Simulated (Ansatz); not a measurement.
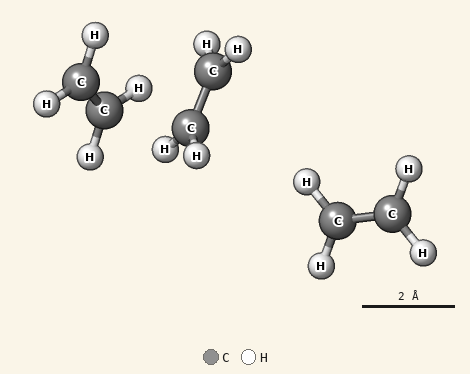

*The input geometry (ball-and-stick view, seen at a tilt).*

**Geometry relaxation, with input and output: C6H12 (part 1 of 2)**

System: C6H12, SMILES C=C.C=C.C=C.
Method: RKS PBE0-D4/def2-TZVP (Ansatz 0.2.0).

**Log**
```
The last accepted step is kept in [file] (removed where the run ends without a failure and the disk answers)
Engine: ansatz 0.2.0, x86_64-unknown-linux-gnu
Functional definition: PBE0
  parameter a = 0.25
  parameter kappa = 0.804
  parameter beta = 0.06672455060314922
  exchange = (1 - a)*pbe_x(kappa = kappa, mu = beta*pi^2/3) + a*exact_x
  correlation = pbe_c(beta = beta)
1608 factors; their error is unknown
mean field evaluation 1: about -6395.6597 eV, gradient 7.5e1 eV
mean field evaluation 2: about -6393.6108 eV, gradient 7.8e1 eV
mean field evaluation 4: about -6409.2302 eV, gradient 1.4e0 eV
mean field evaluation 8: about -6409.2091 eV, gradient 7.3e-2 eV
mean field evaluation 16: about -6409.2091 eV, gradient 1.1e-4 eV
mean field -6409.20906111 eV, -235.5340886777 hartree, gradient 9.4e-6 eV, S^2 0.000000; 0 other end points of the search recorded, 0 dependent functions left out
the calculation of the forces begins
reference -6409.20910466 eV, -235.5340902782 hartree; 24, 24 occupied and 234, 234 virtual orbitals, 1608 factors
relax step   1: F+E_penalty+E_count = -6409.40566816 eV  Δ(F+E_penalty+E_count) = +0.000e0 eV  max|allowed force component| = 5.815e-1 eV/Å  Δτ_max = 0.0000 Å  (29 SCF iters, accepted)
these checks for a lower state are left out or cut short: starts, cluster_reference, orbital_swaps, neighbouring_geometries, increment
1608 factors; their error is unknown
mean field -6409.30358492 eV, -235.5375623637 hartree, gradient 7.4e-6 eV, S^2 0.000000; 0 other end points of the search recorded, 0 dependent functions left out
the calculation of the forces begins
reference -6409.30362835 eV, -235.5375639600 hartree; 24, 24 occupied and 234, 234 virtual orbitals, 1608 factors
relax step   2: F+E_penalty+E_count = -6409.49819674 eV  Δ(F+E_penalty+E_count) = -9.253e-2 eV  max|allowed force component| = 1.551e-1 eV/Å  Δτ_max = 0.0478 Å  (31 SCF iters, accepted)
[... from here on the SCF iterations and repeated set-up lines of each step are left out, up to the last step ...]
relax step   3: F+E_penalty+E_count = -6409.50193389 eV  Δ(F+E_penalty+E_count) = -3.737e-3 eV  max|allowed force component| = 6.652e-2 eV/Å  Δτ_max = 0.0282 Å  (31 SCF iters, accepted)
relax step   4: F+E_penalty+E_count = -6409.50300859 eV  Δ(F+E_penalty+E_count) = -1.075e-3 eV  max|allowed force component| = 4.804e-2 eV/Å  Δτ_max = 0.0885 Å  (29 SCF iters, accepted)
relax step   5: F+E_penalty+E_count = -6409.50427135 eV  Δ(F+E_penalty+E_count) = -1.263e-3 eV  max|allowed force component| = 2.729e-2 eV/Å  Δτ_max = 0.0376 Å  (30 SCF iters, accepted)
relax step   6: F+E_penalty+E_count = -6409.50490503 eV  Δ(F+E_penalty+E_count) = -6.337e-4 eV  max|allowed force component| = 1.454e-2 eV/Å  Δτ_max = 0.0217 Å  (30 SCF iters, accepted)
relax step   7: F+E_penalty+E_count = -6409.50542494 eV  Δ(F+E_penalty+E_count) = -5.199e-4 eV  max|allowed force component| = 3.406e-2 eV/Å  Δτ_max = 0.0486 Å  (29 SCF iters, accepted)
relax step   8: F+E_penalty+E_count = -6409.50582618 eV  Δ(F+E_penalty+E_count) = -4.012e-4 eV  max|allowed force component| = 9.459e-2 eV/Å  Δτ_max = 0.0778 Å  (29 SCF iters, accepted)
relax step   9: F+E_penalty+E_count = -6409.50652127 eV  Δ(F+E_penalty+E_count) = -6.951e-4 eV  max|allowed force component| = 6.356e-2 eV/Å  Δτ_max = 0.0119 Å  (30 SCF iters, accepted)
relax step  10: F+E_penalty+E_count = -6409.50799887 eV  Δ(F+E_penalty+E_count) = -1.478e-3 eV  max|allowed force component| = 3.024e-2 eV/Å  Δτ_max = 0.0815 Å  (29 SCF iters, accepted)
relax step  11: F+E_penalty+E_count = -6409.50692696 eV  Δ(F+E_penalty+E_count) = +1.072e-3 eV  max|allowed force component| = 1.779e-1 eV/Å  Δτ_max = 0.1971 Å  (28 SCF iters, rejected (line search))
relax step  12: F+E_penalty+E_count = -6409.50933442 eV  Δ(F+E_penalty+E_count) = -1.336e-3 eV  max|allowed force component| = 5.192e-2 eV/Å  Δτ_max = 0.0969 Å  (29 SCF iters, accepted)
relax step  13: F+E_penalty+E_count = -6409.50990155 eV  Δ(F+E_penalty+E_count) = -5.671e-4 eV  max|allowed force component| = 9.506e-2 eV/Å  Δτ_max = 0.0977 Å  (29 SCF iters, accepted)
relax step  14: F+E_penalty+E_count = -6409.51095451 eV  Δ(F+E_penalty+E_count) = -1.053e-3 eV  max|allowed force component| = 5.729e-2 eV/Å  Δτ_max = 0.0258 Å  (30 SCF iters, accepted)
relax step  15: F+E_penalty+E_count = -6409.51246493 eV  Δ(F+E_penalty+E_count) = -1.510e-3 eV  max|allowed force component| = 2.636e-2 eV/Å  Δτ_max = 0.0662 Å  (30 SCF iters, accepted)
relax step  16: F+E_penalty+E_count = -6409.51317062 eV  Δ(F+E_penalty+E_count) = -7.057e-4 eV  max|allowed force component| = 1.536e-1 eV/Å  Δτ_max = 0.1976 Å  (28 SCF iters, accepted)
relax step  17: F+E_penalty+E_count = -6409.51486037 eV  Δ(F+E_penalty+E_count) = -1.690e-3 eV  max|allowed force component| = 4.240e-2 eV/Å  Δτ_max = 0.0298 Å  (30 SCF iters, accepted)
relax step  18: F+E_penalty+E_count = -6409.51590473 eV  Δ(F+E_penalty+E_count) = -1.044e-3 eV  max|allowed force component| = 3.488e-2 eV/Å  Δτ_max = 0.0676 Å  (30 SCF iters, accepted)
relax step  19: F+E_penalty+E_count = -6409.51672669 eV  Δ(F+E_penalty+E_count) = -8.220e-4 eV  max|allowed force component| = 1.625e-1 eV/Å  Δτ_max = 0.1960 Å  (29 SCF iters, accepted)
relax step  20: F+E_penalty+E_count = -6409.51861552 eV  Δ(F+E_penalty+E_count) = -1.889e-3 eV  max|allowed force component| = 5.725e-2 eV/Å  Δτ_max = 0.0094 Å  (30 SCF iters, accepted)
relax step  21: F+E_penalty+E_count = -6409.51965856 eV  Δ(F+E_penalty+E_count) = -1.043e-3 eV  max|allowed force component| = 3.521e-3 eV/Å  Δτ_max = 0.0434 Å  (30 SCF iters, accepted)
relax step  22: F+E_penalty+E_count = -6409.52156875 eV  Δ(F+E_penalty+E_count) = -1.910e-3 eV  max|allowed force component| = 7.512e-2 eV/Å  Δτ_max = 0.1873 Å  (29 SCF iters, accepted)
relax step  23: F+E_penalty+E_count = -6409.52148950 eV  Δ(F+E_penalty+E_count) = +7.925e-5 eV  max|allowed force component| = 1.576e-1 eV/Å  Δτ_max = 0.1536 Å  (29 SCF iters, rejected (line search))
relax step  24: F+E_penalty+E_count = -6409.52310474 eV  Δ(F+E_penalty+E_count) = -1.536e-3 eV  max|allowed force component| = 3.283e-2 eV/Å  Δτ_max = 0.0749 Å  (30 SCF iters, accepted)
relax step  25: F+E_penalty+E_count = -6409.52429355 eV  Δ(F+E_penalty+E_count) = -1.189e-3 eV  max|allowed force component| = 3.101e-2 eV/Å  Δτ_max = 0.0981 Å  (30 SCF iters, accepted)
relax step  26: F+E_penalty+E_count = -6409.52437109 eV  Δ(F+E_penalty+E_count) = -7.754e-5 eV  max|allowed force component| = 7.248e-2 eV/Å  Δτ_max = 0.1201 Å  (29 SCF iters, accepted)
relax step  27: F+E_penalty+E_count = -6409.52520008 eV  Δ(F+E_penalty+E_count) = -8.290e-4 eV  max|allowed force component| = 3.237e-2 eV/Å  Δτ_max = 0.0376 Å  (30 SCF iters, accepted)
relax step  28: F+E_penalty+E_count = -6409.52547464 eV  Δ(F+E_penalty+E_count) = -2.746e-4 eV  max|allowed force component| = 2.761e-2 eV/Å  Δτ_max = 0.0232 Å  (31 SCF iters, accepted)
relax step  29: F+E_penalty+E_count = -6409.52579415 eV  Δ(F+E_penalty+E_count) = -3.195e-4 eV  max|allowed force component| = 1.054e-2 eV/Å  Δτ_max = 0.0354 Å  (29 SCF iters, accepted)
relax step  30: F+E_penalty+E_count = -6409.52487529 eV  Δ(F+E_penalty+E_count) = +9.189e-4 eV  max|allowed force component| = 1.798e-1 eV/Å  Δτ_max = 0.1259 Å  (29 SCF iters, rejected (line search))
relax step  31: F+E_penalty+E_count = -6409.51916487 eV  Δ(F+E_penalty+E_count) = +6.629e-3 eV  max|allowed force component| = 2.663e-1 eV/Å  Δτ_max = 0.0384 Å  (31 SCF iters, rejected (line search))
relax step  32: F+E_penalty+E_count = -6409.52594768 eV  Δ(F+E_penalty+E_count) = -1.535e-4 eV  max|allowed force component| = 3.271e-3 eV/Å  Δτ_max = 0.0192 Å  (31 SCF iters, accepted)
relax step  33: F+E_penalty+E_count = -6409.52622565 eV  Δ(F+E_penalty+E_count) = -2.780e-4 eV  max|allowed force component| = 9.097e-2 eV/Å  Δτ_max = 0.0985 Å  (29 SCF iters, accepted)
relax step  34: F+E_penalty+E_count = -6409.52663977 eV  Δ(F+E_penalty+E_count) = -4.141e-4 eV  max|allowed force component| = 3.301e-2 eV/Å  Δτ_max = 0.0051 Å  (31 SCF iters, accepted)
relax step  35: F+E_penalty+E_count = -6409.52701817 eV  Δ(F+E_penalty+E_count) = -3.784e-4 eV  max|allowed force component| = 8.395e-3 eV/Å  Δτ_max = 0.0507 Å  (30 SCF iters, accepted)
relax step  36: F+E_penalty+E_count = -6409.52268749 eV  Δ(F+E_penalty+E_count) = +4.331e-3 eV  max|allowed force component| = 3.045e-1 eV/Å  Δτ_max = 0.1995 Å  (29 SCF iters, rejected (line search))
relax step  37: F+E_penalty+E_count = -6409.52358839 eV  Δ(F+E_penalty+E_count) = +3.430e-3 eV  max|allowed force component| = 6.218e-2 eV/Å  Δτ_max = 0.0270 Å  (31 SCF iters, rejected (line search))
relax step  38: F+E_penalty+E_count = -6409.52714538 eV  Δ(F+E_penalty+E_count) = -1.272e-4 eV  max|allowed force component| = 3.311e-3 eV/Å  Δτ_max = 0.0131 Å  (30 SCF iters, accepted)
relax step  39: F+E_penalty+E_count = -6409.52749397 eV  Δ(F+E_penalty+E_count) = -3.486e-4 eV  max|allowed force component| = 7.912e-2 eV/Å  Δτ_max = 0.0990 Å  (29 SCF iters, accepted)
relax step  40: F+E_penalty+E_count = -6409.52798171 eV  Δ(F+E_penalty+E_count) = -4.877e-4 eV  max|allowed force component| = 2.122e-2 eV/Å  Δτ_max = 0.0192 Å  (30 SCF iters, accepted)
relax step  41: F+E_penalty+E_count = -6409.52842267 eV  Δ(F+E_penalty+E_count) = -4.410e-4 eV  max|allowed force component| = 5.236e-2 eV/Å  Δτ_max = 0.0755 Å  (29 SCF iters, accepted)
relax step  42: F+E_penalty+E_count = -6409.52866014 eV  Δ(F+E_penalty+E_count) = -2.375e-4 eV  max|allowed force component| = 9.123e-2 eV/Å  Δτ_max = 0.0880 Å  (29 SCF iters, accepted)
relax step  43: F+E_penalty+E_count = -6409.52946559 eV  Δ(F+E_penalty+E_count) = -8.054e-4 eV  max|allowed force component| = 3.669e-2 eV/Å  Δτ_max = 0.0400 Å  (30 SCF iters, accepted)
relax step  44: F+E_penalty+E_count = -6409.52991118 eV  Δ(F+E_penalty+E_count) = -4.456e-4 eV  max|allowed force component| = 3.643e-2 eV/Å  Δτ_max = 0.0528 Å  (29 SCF iters, accepted)
relax step  45: F+E_penalty+E_count = -6409.53005306 eV  Δ(F+E_penalty+E_count) = -1.419e-4 eV  max|allowed force component| = 9.978e-2 eV/Å  Δτ_max = 0.0928 Å  (29 SCF iters, accepted)
relax step  46: F+E_penalty+E_count = -6409.53062994 eV  Δ(F+E_penalty+E_count) = -5.769e-4 eV  max|allowed force component| = 3.995e-2 eV/Å  Δτ_max = 0.0092 Å  (31 SCF iters, accepted)
relax step  47: F+E_penalty+E_count = -6409.53088795 eV  Δ(F+E_penalty+E_count) = -2.580e-4 eV  max|allowed force component| = 8.424e-3 eV/Å  Δτ_max = 0.0191 Å  (30 SCF iters, accepted)
relax step  48: F+E_penalty+E_count = -6409.53116926 eV  Δ(F+E_penalty+E_count) = -2.813e-4 eV  max|allowed force component| = 2.812e-2 eV/Å  Δτ_max = 0.0532 Å  (30 SCF iters, accepted)
relax step  49: F+E_penalty+E_count = -6409.53123480 eV  Δ(F+E_penalty+E_count) = -6.554e-5 eV  max|allowed force component| = 6.658e-2 eV/Å  Δτ_max = 0.0604 Å  (30 SCF iters, accepted)
relax step  50: F+E_penalty+E_count = -6409.53150672 eV  Δ(F+E_penalty+E_count) = -2.719e-4 eV  max|allowed force component| = 3.136e-2 eV/Å  Δτ_max = 0.0037 Å  (31 SCF iters, accepted)
relax step  51: F+E_penalty+E_count = -6409.53098236 eV  Δ(F+E_penalty+E_count) = +5.244e-4 eV  max|allowed force component| = 6.893e-2 eV/Å  Δτ_max = 0.0266 Å  (30 SCF iters, rejected (line search))
relax step  52: F+E_penalty+E_count = -6409.53162625 eV  Δ(F+E_penalty+E_count) = -1.195e-4 eV  max|allowed force component| = 1.199e-2 eV/Å  Δτ_max = 0.0129 Å  (30 SCF iters, accepted)
relax step  53: F+E_penalty+E_count = -6409.53180015 eV  Δ(F+E_penalty+E_count) = -1.739e-4 eV  max|allowed force component| = 1.501e-2 eV/Å  Δτ_max = 0.0331 Å  (29 SCF iters, accepted)
relax step  54: F+E_penalty+E_count = -6409.53185850 eV  Δ(F+E_penalty+E_count) = -5.835e-5 eV  max|allowed force component| = 5.152e-2 eV/Å  Δτ_max = 0.0744 Å  (29 SCF iters, accepted)
relax step  55: F+E_penalty+E_count = -6409.53213231 eV  Δ(F+E_penalty+E_count) = -2.738e-4 eV  max|allowed force component| = 1.803e-2 eV/Å  Δτ_max = 0.0173 Å  (30 SCF iters, accepted)
relax step  56: F+E_penalty+E_count = -6409.53232544 eV  Δ(F+E_penalty+E_count) = -1.931e-4 eV  max|allowed force component| = 1.195e-2 eV/Å  Δτ_max = 0.0327 Å  (30 SCF iters, accepted)
relax step  57: F+E_penalty+E_count = -6409.53227960 eV  Δ(F+E_penalty+E_count) = +4.584e-5 eV  max|allowed force component| = 9.097e-2 eV/Å  Δτ_max = 0.1159 Å  (29 SCF iters, rejected (line search))
relax step  58: F+E_penalty+E_count = -6409.53259498 eV  Δ(F+E_penalty+E_count) = -2.695e-4 eV  max|allowed force component| = 1.942e-2 eV/Å  Δτ_max = 0.0556 Å  (30 SCF iters, accepted)
relax step  59: F+E_penalty+E_count = -6409.53265717 eV  Δ(F+E_penalty+E_count) = -6.219e-5 eV  max|allowed force component| = 7.710e-2 eV/Å  Δτ_max = 0.0998 Å  (30 SCF iters, accepted)
relax step  60: F+E_penalty+E_count = -6409.53293163 eV  Δ(F+E_penalty+E_count) = -2.745e-4 eV  max|allowed force component| = 4.230e-2 eV/Å  Δτ_max = 0.0163 Å  (31 SCF iters, accepted)
relax step  61: F+E_penalty+E_count = -6409.53314068 eV  Δ(F+E_penalty+E_count) = -2.091e-4 eV  max|allowed force component| = 1.999e-2 eV/Å  Δτ_max = 0.0163 Å  (31 SCF iters, accepted)
relax step  62: F+E_penalty+E_count = -6409.53365944 eV  Δ(F+E_penalty+E_count) = -5.188e-4 eV  max|allowed force component| = 1.768e-2 eV/Å  Δτ_max = 0.0857 Å  (30 SCF iters, accepted)
relax step  63: F+E_penalty+E_count = -6409.53294799 eV  Δ(F+E_penalty+E_count) = +7.115e-4 eV  max|allowed force component| = 2.115e-1 eV/Å  Δτ_max = 0.1970 Å  (30 SCF iters, rejected (line search))
relax step  64: F+E_penalty+E_count = -6409.53436163 eV  Δ(F+E_penalty+E_count) = -7.022e-4 eV  max|allowed force component| = 3.590e-2 eV/Å  Δτ_max = 0.0960 Å  (30 SCF iters, accepted)
relax step  65: F+E_penalty+E_count = -6409.53484415 eV  Δ(F+E_penalty+E_count) = -4.825e-4 eV  max|allowed force component| = 7.824e-2 eV/Å  Δτ_max = 0.0966 Å  (30 SCF iters, accepted)
relax step  66: F+E_penalty+E_count = -6409.53517111 eV  Δ(F+E_penalty+E_count) = -3.270e-4 eV  max|allowed force component| = 9.482e-2 eV/Å  Δτ_max = 0.0710 Å  (30 SCF iters, accepted)
relax step  67: F+E_penalty+E_count = -6409.53569409 eV  Δ(F+E_penalty+E_count) = -5.230e-4 eV  max|allowed force component| = 1.150e-1 eV/Å  Δτ_max = 0.0902 Å  (30 SCF iters, accepted)
relax step  68: F+E_penalty+E_count = -6409.53642837 eV  Δ(F+E_penalty+E_count) = -7.343e-4 eV  max|allowed force component| = 9.704e-2 eV/Å  Δτ_max = 0.0523 Å  (30 SCF iters, accepted)
relax step  69: F+E_penalty+E_count = -6409.53768979 eV  Δ(F+E_penalty+E_count) = -1.261e-3 eV  max|allowed force component| = 8.910e-2 eV/Å  Δτ_max = 0.1262 Å  (29 SCF iters, accepted)
relax step  70: F+E_penalty+E_count = -6409.53823764 eV  Δ(F+E_penalty+E_count) = -5.478e-4 eV  max|allowed force component| = 1.679e-1 eV/Å  Δτ_max = 0.1675 Å  (29 SCF iters, accepted)
relax step  71: F+E_penalty+E_count = -6409.53970951 eV  Δ(F+E_penalty+E_count) = -1.472e-3 eV  max|allowed force component| = 1.045e-1 eV/Å  Δτ_max = 0.0157 Å  (31 SCF iters, accepted)
relax step  72: F+E_penalty+E_count = -6409.54112674 eV  Δ(F+E_penalty+E_count) = -1.417e-3 eV  max|allowed force component| = 2.464e-2 eV/Å  Δτ_max = 0.0273 Å  (31 SCF iters, accepted)
relax step  73: F+E_penalty+E_count = -6409.54350286 eV  Δ(F+E_penalty+E_count) = -2.376e-3 eV  max|allowed force component| = 3.669e-2 eV/Å  Δτ_max = 0.1367 Å  (30 SCF iters, accepted)
relax step  74: F+E_penalty+E_count = -6409.54650295 eV  Δ(F+E_penalty+E_count) = -3.000e-3 eV  max|allowed force component| = 1.008e-1 eV/Å  Δτ_max = 0.1989 Å  (29 SCF iters, accepted)
relax step  75: F+E_penalty+E_count = -6409.54889167 eV  Δ(F+E_penalty+E_count) = -2.389e-3 eV  max|allowed force component| = 1.553e-1 eV/Å  Δτ_max = 0.1975 Å  (29 SCF iters, accepted)
relax step  76: F+E_penalty+E_count = -6409.55097996 eV  Δ(F+E_penalty+E_count) = -2.088e-3 eV  max|allowed force component| = 1.638e-1 eV/Å  Δτ_max = 0.1169 Å  (29 SCF iters, accepted)
relax step  77: F+E_penalty+E_count = -6409.55358340 eV  Δ(F+E_penalty+E_count) = -2.603e-3 eV  max|allowed force component| = 1.622e-1 eV/Å  Δτ_max = 0.1398 Å  (29 SCF iters, accepted)
relax step  78: F+E_penalty+E_count = -6409.55466695 eV  Δ(F+E_penalty+E_count) = -1.084e-3 eV  max|allowed force component| = 1.482e-1 eV/Å  Δτ_max = 0.0851 Å  (29 SCF iters, accepted)
relax step  79: F+E_penalty+E_count = -6409.55585055 eV  Δ(F+E_penalty+E_count) = -1.184e-3 eV  max|allowed force component| = 1.040e-1 eV/Å  Δτ_max = 0.0507 Å  (31 SCF iters, accepted)
relax step  80: F+E_penalty+E_count = -6409.55675248 eV  Δ(F+E_penalty+E_count) = -9.019e-4 eV  max|allowed force component| = 4.812e-2 eV/Å  Δτ_max = 0.0387 Å  (30 SCF iters, accepted)
relax step  81: F+E_penalty+E_count = -6409.55762912 eV  Δ(F+E_penalty+E_count) = -8.766e-4 eV  max|allowed force component| = 6.898e-2 eV/Å  Δτ_max = 0.1009 Å  (31 SCF iters, accepted)
relax step  82: F+E_penalty+E_count = -6409.55809373 eV  Δ(F+E_penalty+E_count) = -4.646e-4 eV  max|allowed force component| = 5.428e-2 eV/Å  Δτ_max = 0.0520 Å  (29 SCF iters, accepted)
relax step  83: F+E_penalty+E_count = -6409.55856577 eV  Δ(F+E_penalty+E_count) = -4.720e-4 eV  max|allowed force component| = 4.616e-2 eV/Å  Δτ_max = 0.0759 Å  (31 SCF iters, accepted)
relax step  84: F+E_penalty+E_count = -6409.55883295 eV  Δ(F+E_penalty+E_count) = -2.672e-4 eV  max|allowed force component| = 4.635e-2 eV/Å  Δτ_max = 0.0413 Å  (31 SCF iters, accepted)
relax step  85: F+E_penalty+E_count = -6409.55915505 eV  Δ(F+E_penalty+E_count) = -3.221e-4 eV  max|allowed force component| = 4.184e-2 eV/Å  Δτ_max = 0.0547 Å  (31 SCF iters, accepted)
relax step  86: F+E_penalty+E_count = -6409.55919826 eV  Δ(F+E_penalty+E_count) = -4.320e-5 eV  max|allowed force component| = 5.669e-2 eV/Å  Δτ_max = 0.0631 Å  (29 SCF iters, accepted)
relax step  87: F+E_penalty+E_count = -6409.55958417 eV  Δ(F+E_penalty+E_count) = -3.859e-4 eV  max|allowed force component| = 4.043e-2 eV/Å  Δτ_max = 0.0062 Å  (31 SCF iters, accepted)
these checks for a lower state are left out or cut short: starts, cluster_reference, orbital_swaps, neighbouring_geometries, increment
1608 factors; their error is unknown
mean field -6409.32093717 eV, -235.5382000471 hartree, gradient 1.5e-5 eV, S^2 0.000000; 0 other end points of the search recorded, 0 dependent functions left out
the calculation of the forces begins
reference -6409.32097564 eV, -235.5382014610 hartree; 24, 24 occupied and 234, 234 virtual orbitals, 1608 factors
relax step  88: F+E_penalty+E_count = -6409.55980603 eV  Δ(F+E_penalty+E_count) = -2.219e-4 eV  max|allowed force component| = 1.645e-3 eV/Å  Δτ_max = 0.0107 Å  (30 SCF iters, accepted)
1608 factors; their error is unknown
mean field evaluation 640: about -6409.3437 eV, gradient 9.4e-2 eV
```
